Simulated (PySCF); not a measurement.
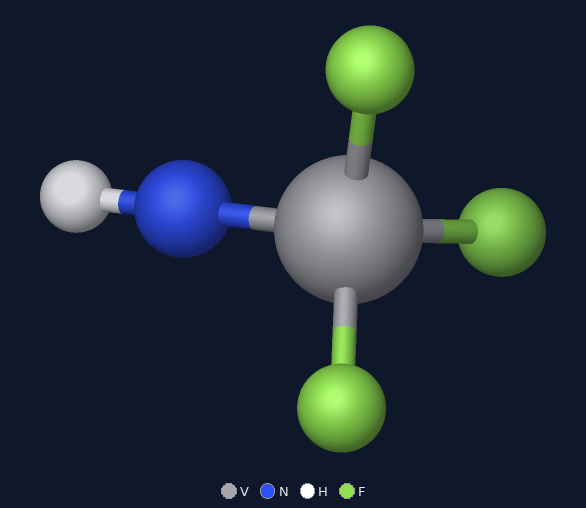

Ball-and-stick drawing of a structure. Every bond is drawn as one stick, whatever its order.

The species is neutral and a spin singlet. The geometry was computed by an optimisation with PBE0-D3(BJ)/def2-SVP. No frequency run is at hand to confirm it as a minimum.

What does the picture show?

The molecule is F3HNV. As SMILES it reads `[NH]=[V]([F])([F])[F]`. Coordination: 1 V tetrahedral; 1 N linear.

More results for the same structure follow; atom numbers are the same in all pictures, views and colours differ.

Electronic properties

No frequency run is at hand to confirm it as a minimum. Properties computed with PBE/pcSseg-1 (pcSseg-2 on V), gas phase (PySCF 2.14.0).

**Estimate the dipole moment.**

2.05 D.

**What is the HOMO energy (Kohn–Sham orbital)?**

−7.90 eV.

**Estimate the HOMO–LUMO gap.**

3.93 eV.

NMR shielding

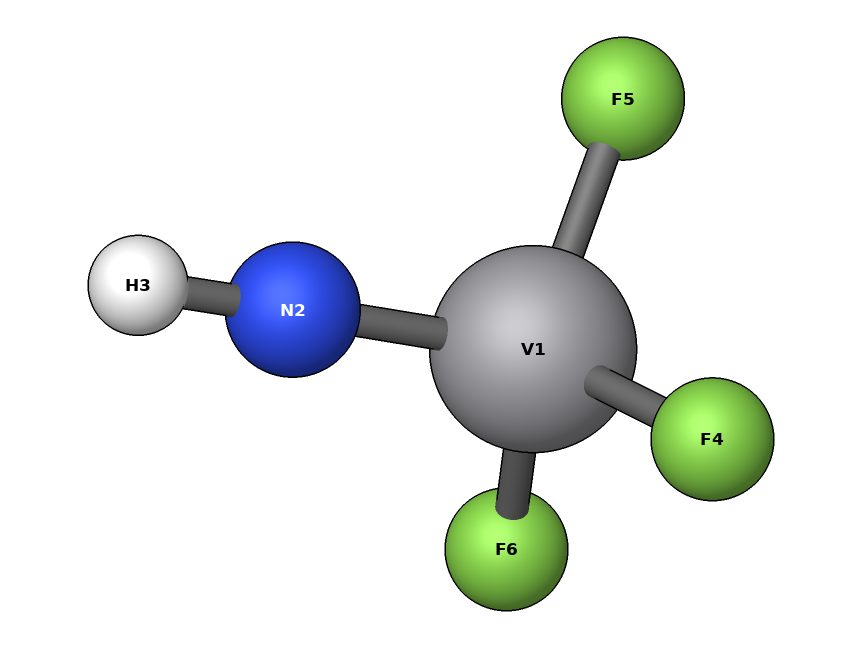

No frequency run is at hand to confirm it as a minimum. Level of theory: GIAO B3LYP/pcSseg-1 (pcSseg-2 on V) NMR shielding, non-relativistic, gas phase (PySCF 2.14.0). Principal shieldings σ11 ≤ σ22 ≤ σ33, span Ω = σ33 − σ11, skew κ = 3(σiso − σ22)/Ω.

Give the shielding tensors of the N atoms.

```csv
atom,σ11,σ22,σ33,σiso,Ω,κ
N2,−467.1,−466.6,46.1,−295.9,513.2,1.00
```

Shieldings and span in ppm.

Bond orders

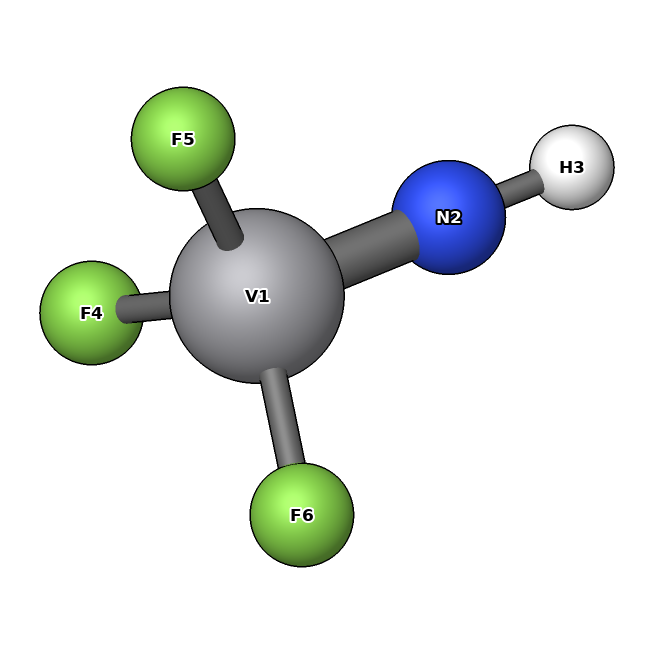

The thickness of each stick grows with its Mayer bond order. No frequency run is at hand to confirm it as a minimum. Computed with PBE0/pcSseg-1 (pcSseg-2 on V) (PySCF 2.14.0).

**Which bond has the highest Mayer bond order?**

V1–N2, 2.21, at a length of 1.583 Å.

**Which bond has the lowest Mayer bond order?**

N2–H3, 0.90, at 1.020 Å.

List the Mayer bond orders of V1–N2, V1–F4, N2–H3 (one bond of each equivalent set).

```
 bond  Mayer order  length (Å)
V1–N2         2.21       1.583
V1–F4         1.01       1.710
N2–H3         0.90       1.020
```

Charges

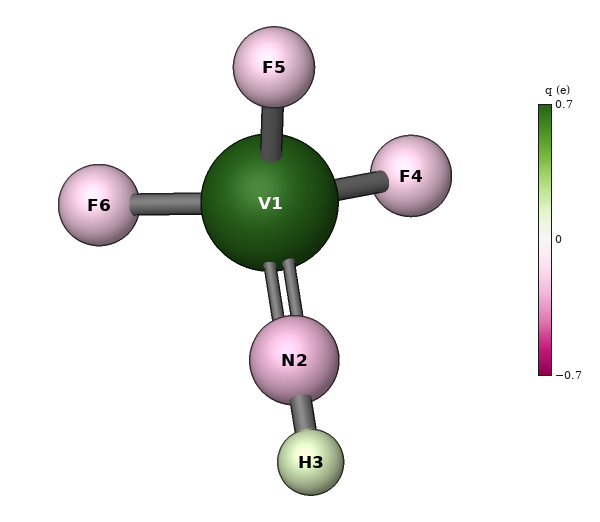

Atoms are coloured by their Hirshfeld charges. No frequency run is at hand to confirm it as a minimum. Properties computed with PBE0/pcSseg-1 (pcSseg-2 on V), gas phase (PySCF 2.14.0).

**Which atom carries the highest charge (most positive or least negative)?**

V1 (0.70 e).

**And the lowest?**

N2 (−0.26 e).

List the Hirshfeld charges.

```csv
atom,value (e)
V1,0.70
N2,−0.26
H3,0.17
F4,−0.20
F5,−0.20
F6,−0.20
```
